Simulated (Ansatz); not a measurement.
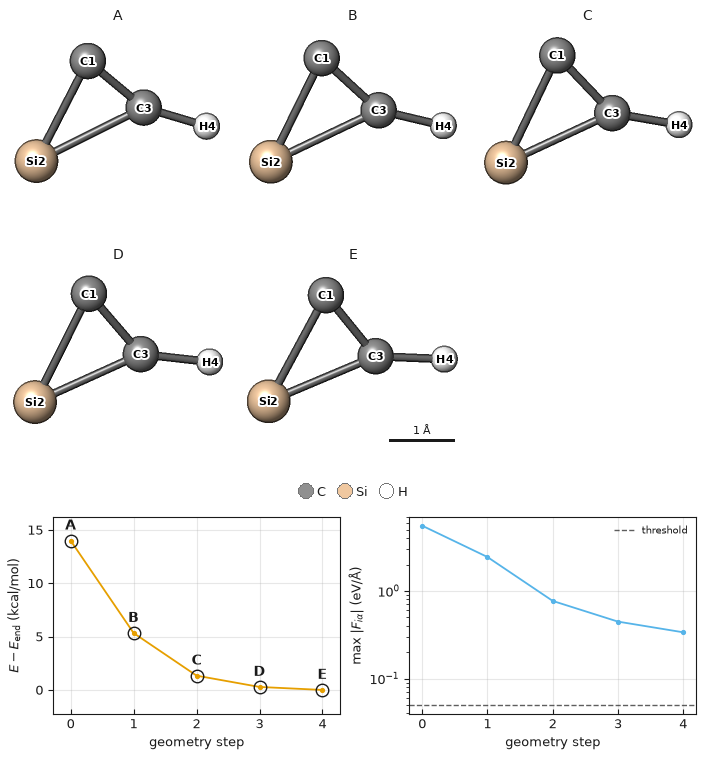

Frames of a relaxation of C2HSi (charge −1), marked on the history of the run. A ball-and-stick model, seen at a tilt.

Method: Ansatz, RKS r2SCAN-D4/pcseg-2.

The input:
```yaml
crystal:
  periodic: [false, false, false]
  atoms:
    - {symbol: C, position_ang: [-0.084162, -0.884312, 0.651598]}
    - {symbol: Si, position_ang: [1.226732, 0.363035, 0.613269]}
    - {symbol: C, position_ang: [-0.376321, -0.026789, -0.219728]}
    - {symbol: H, position_ang: [-1.005574, 0.468570, -0.895380]}
basis:
  gaussian: {orbitals: pcseg-2}
total_charge: -1
hamiltonian: {xc: r2scan, dispersion: d4}
relax: {f_tol: 0.05, max_steps: 5, max_displacement: 0.05}
```

Run as
```bash
ansatz run in.yaml --threads 2 --pin off --events-out ev --progress --plain --max-ram 3481MiB
```

> What happens along the run?

The relaxation stopped without meeting its thresholds, so the last structure isn't shown to be converged. It used up its limit of 5 steps. The largest move after the best rigid fit is that of C3, 0.16 Å. By element the largest moves are C 0.16 Å, H 0.10 Å, Si 0.05 Å. Near-neighbour distances that change, for instance: C1–Si2 1.810 → 1.938 Å, C1–C3 1.257 → 1.351 Å, Si2–C3 1.848 → 1.790 Å, C3–H4 1.048 → 1.091 Å. Bond angles that change, for instance: C1–C3–H4 155.4° → 133.0°, Si2–C3–H4 135.4° → 152.3°, Si2–C1–C3 71.5° → 63.0°. Over 4 geometry steps the energy falls by 14.0 kcal/mol. Largest force component: 5.5 eV/Å at the start, 0.34 eV/Å at the end. Cost: 27 s on 2 threads of Intel Xeon @ 2.50GHz, with other jobs on the host. From step 0 to 1: C atoms move most (0.05 Å), energy −8.66 kcal/mol. From step 1 to 2: C3 moves most (0.05 Å), energy −3.99 kcal/mol. From step 2 to 3: C3 moves most (0.05 Å), energy −1.06 kcal/mol. From step 3 to 4: H4 moves most (0.05 Å), energy −0.28 kcal/mol.

| step | E − E(0), kcal/mol | largest force component, eV/Å |
| --- | --- | --- |
| 0 | 0.00 | 5.5478 |
| 1 | -8.66 | 2.4360 |
| 2 | -12.66 | 0.7683 |
| 3 | -13.71 | 0.4461 |
| 4 | -13.99 | 0.3368 |
